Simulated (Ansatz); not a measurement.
A series of calculations on CH6BBr

### Relaxation

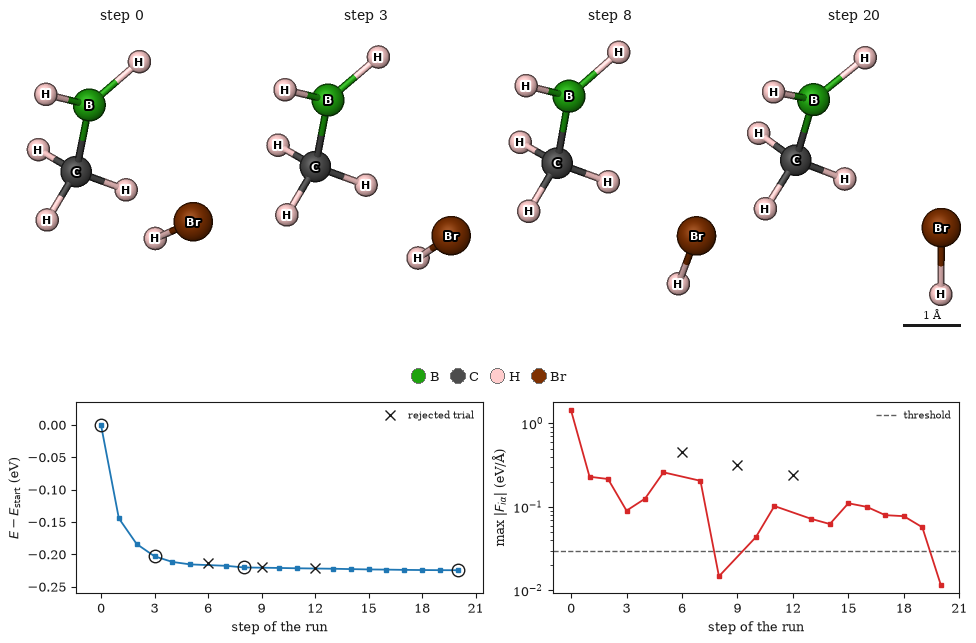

Frames of a relaxation of CH6BBr, marked on the history of the run. Style: ball-and-stick. Shown from a free direction.

The run prepares an end point of a later path (reaction) calculation, from a guessed geometry.

These are results of RHF/def2-mTZVP in Ansatz, not measurements.

Input file:
```yaml
crystal:
  periodic: [false, false, false]
  atoms:
    - { symbol: B, position_ang: [0.019283, 0.147326, 0.229105] }
    - { symbol: C, position_ang: [0.034732, 0.252371, 1.815116] }
    - { symbol: H, position_ang: [-0.899902, -0.012127, 2.296556] }
    - { symbol: H, position_ang: [0.855319, -0.274942, 2.288302] }
    - { symbol: H, position_ang: [0.196723, 1.304435, 2.04998] }
    - { symbol: H, position_ang: [1.035891, 0.045747, -0.373831] }
    - { symbol: H, position_ang: [-0.992385, 0.267441, -0.378838] }
    - { symbol: Br, position_ang: [-0.396309, -3.04766, 0.62703] }
    - { symbol: H, position_ang: [-0.310951, -2.041891, 1.728881] }
basis:
  gaussian: { orbitals: def2-mTZVP }
hamiltonian:
  xc: hf
relax:
  f_tol: 0.03
  max_steps: 50
```

Command:
```bash
ansatz run input.yaml --threads 1 --pin off --max-ram 2048MiB --backend cpu --events-out ev --progress --plain --runs-dir out
```

Question: What happens along the run?

Answer: The largest move after the best rigid fit is that of H9, 1.63 Å. By element the largest moves are H 1.63 Å, Br 0.48 Å, C 0.37 Å, B 0.23 Å. Near-neighbour distances that change, for instance: Br8–H9 1.494 → 1.420 Å, B1–C2 1.590 → 1.570 Å. The energy falls by 0.224 eV in 17 accepted moves (20 points after the start). The largest force component goes from 1.4 to 0.012 eV/Å. The line search rejected the trial steps at points 6, 9, 12 of the run. The forces were under the threshold at step 8, but the run went on from there. From step 0 to 3: H9 moves most (0.57 Å), energy −0.203 eV. From step 3 to 8: H9 moves most (0.57 Å), energy −0.017 eV. From step 8 to 20: H9 moves most (0.54 Å), energy −0.004 eV.

```
step  E − E(0), eV  largest force component, eV/Å      note
   0        0.0000                         1.4320          
   1       -0.1441                         0.2303          
   2       -0.1838                         0.2163          
   3       -0.2028                         0.0903          
   4       -0.2115                         0.1257          
   5       -0.2153                         0.2601          
   6       -0.2126                         0.4593  rejected
   7       -0.2175                         0.2058          
   8       -0.2200                         0.0148          
   9       -0.2192                         0.3174  rejected
  10       -0.2208                         0.0436          
  11       -0.2213                         0.1027          
  12       -0.2211                         0.2398  rejected
  13       -0.2220                         0.0720          
  14       -0.2226                         0.0625          
  15       -0.2231                         0.1108          
  16       -0.2234                         0.1004          
  17       -0.2238                         0.0798          
  18       -0.2240                         0.0776          
  19       -0.2242                         0.0572          
  20       -0.2243                         0.0117
```

Limits of the set-up: Hartree-Fock leaves out electron correlation.

### Relaxation

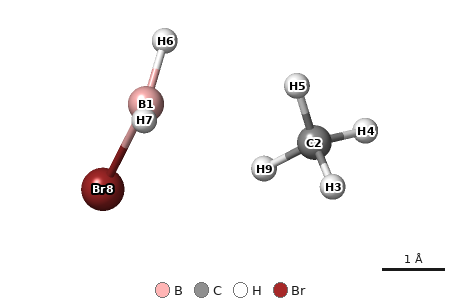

Starting structure of CH6BBr. A ball-and-stick model, seen from a free direction.

The run prepares an end point of a later path (reaction) calculation, from a guessed geometry.

The calculation used Ansatz, RHF/def2-mTZVP.

Input
```yaml
crystal:
  periodic: [false, false, false]
  atoms:
    - { symbol: B, position_ang: [-0.061354, -0.491316, -0.389133] }
    - { symbol: C, position_ang: [-0.023393, -0.085231, 2.394154] }
    - { symbol: H, position_ang: [-0.985169, 0.057704, 2.867192] }
    - { symbol: H, position_ang: [0.738542, -0.20937, 3.152211] }
    - { symbol: H, position_ang: [0.214107, 0.781449, 1.794957] }
    - { symbol: H, position_ang: [1.031114, -0.0698, -0.414192] }
    - { symbol: H, position_ang: [-1.050753, 0.13878, -0.395642] }
    - { symbol: Br, position_ang: [-0.260328, -2.480502, -0.522576] }
    - { symbol: H, position_ang: [-0.060365, -1.001015, 1.79533] }
basis:
  gaussian: { orbitals: def2-mTZVP }
hamiltonian:
  xc: hf
relax:
  f_tol: 0.03
  max_steps: 50
output:
  orbitals: {}
```

Command:
```bash
ansatz run input.yaml --threads 1 --pin off --max-ram 2048MiB --backend cpu --events-out ev --progress --plain --runs-dir out
```

Question: Where does the relaxation end?

Answer: The largest moves after the best rigid fit, 0.94 Å, are those of B1, H4 and H9. Largest moves by element: H 0.94 Å, B 0.94 Å, Br 0.89 Å, C 0.73 Å. Near-neighbour distances that change, for instance: B1–Br8 2.004 → 1.918 Å, C2–H9 1.095 → 1.082 Å. Bond angles that change, for instance: H5–C2–H9 112.0° → 109.6°, H6–B1–H7 126.4° → 124.1°. The energy falls by 26.6 kJ/mol in 12 accepted moves (13 points after the start). Largest force component: 1.1 eV/Å at the start, 0.022 eV/Å at the end. The line search rejected the trial step at point 9 of the run. The forces were under the threshold at step 5, but the run went on from there.

Step by step:

```
step  E − E(0), kJ/mol  largest force component, eV/Å      note
   0              0.00                         1.1321          
   1            -15.49                         0.5043          
   2            -23.04                         0.1964          
   3            -24.83                         0.2696          
   4            -24.84                         0.4812          
   5            -26.15                         0.0211          
   6            -26.33                         0.0356          
   7            -26.40                         0.0046          
   8            -26.54                         0.0365          
   9            -25.72                         0.4125  rejected
  10            -26.58                         0.0477          
  11            -26.60                         0.0300          
  12            -26.61                         0.0213          
  13            -26.61                         0.0218
```

The structure at the end:

```xyz
9

B    -0.1415   -0.6655   -1.3048
C     0.0360    0.0227    3.1090
H    -1.0076    0.2179    3.3176
H     0.6081    0.1075    4.0236
H     0.4015    0.7440    2.3894
H     0.9410   -0.2088   -1.3158
H    -1.1252   -0.0269   -1.2347
Br   -0.3132   -2.5732   -1.4105
H     0.1435   -0.9769    2.7085
```

After the run, drawn alike:

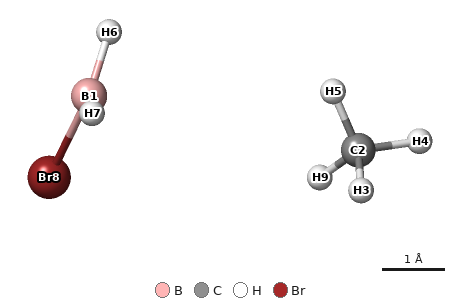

Limits of the set-up: the start holds two separate molecules, 2.2 Å apart at their closest, whose relative position is a soft coordinate and is computed without a dispersion correction; Hartree-Fock leaves out electron correlation.

### Path

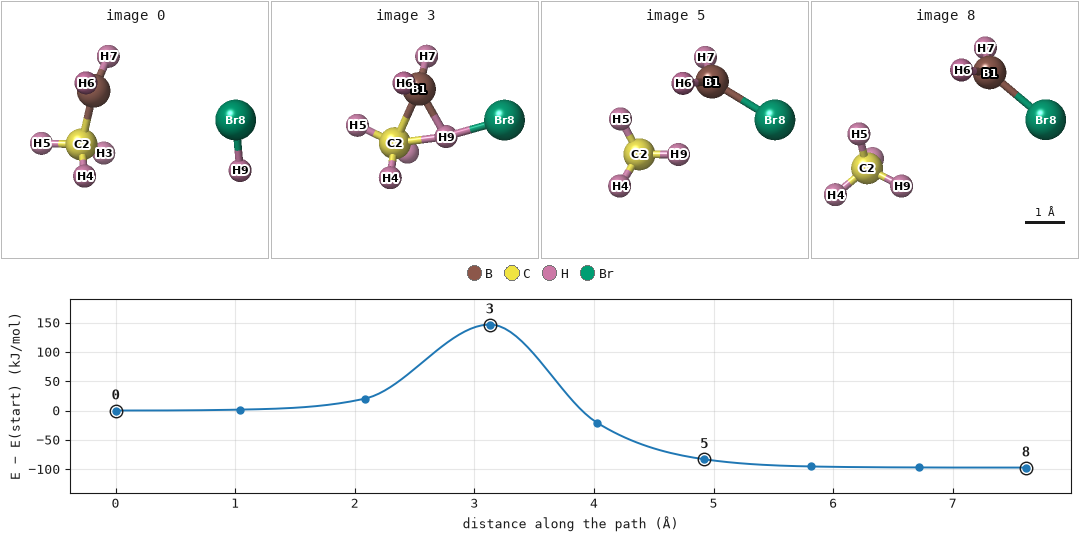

A nudged-elastic-band calculation for CH6BBr, made up at the start of CH$_{5}$B and HBr. Images are numbered from 0 (start) to 8 (end). A ball-and-stick model, seen at a tilt.

These are results of RHF/def2-mTZVP (Ansatz), not measurements. Settings: 7 movable images; climbing image; force threshold 0.05 eV/Å; iteration limit 60; starting path through a guess of the saddle point.

Q: What happens along the path, and what is the barrier?

A: Breaking: B1–C2 (1.57 → 1.72 at the top → 4.47 Å), Br8–H9 (1.42 → 1.71 at the top → 4.44 Å). Forming: B1–Br8 (3.89 → 2.41 at the top → 1.92 Å), C2–H9 (4.32 → 1.44 at the top → 1.08 Å). The energy climbs by 146.8 kJ/mol to image 3 and then falls by 244.1 kJ/mol, so the end point sits at −97.3 kJ/mol. The band converged in 16 iterations. The largest component of the band force went from 10 to 0.047 eV/Å. The climbing image converged on the top of the path. Its vibrational analysis gives one imaginary mode (1428i cm⁻¹), as a transition state must have.

Limits of the set-up: the start holds two separate molecules, 3.9 Å apart at their closest, whose relative position is a soft coordinate and is computed without a dispersion correction; Hartree-Fock leaves out electron correlation.

Cost: 3 min on 1 thread of Arm Neoverse V2 (shared host), peak memory 0.17 GiB.
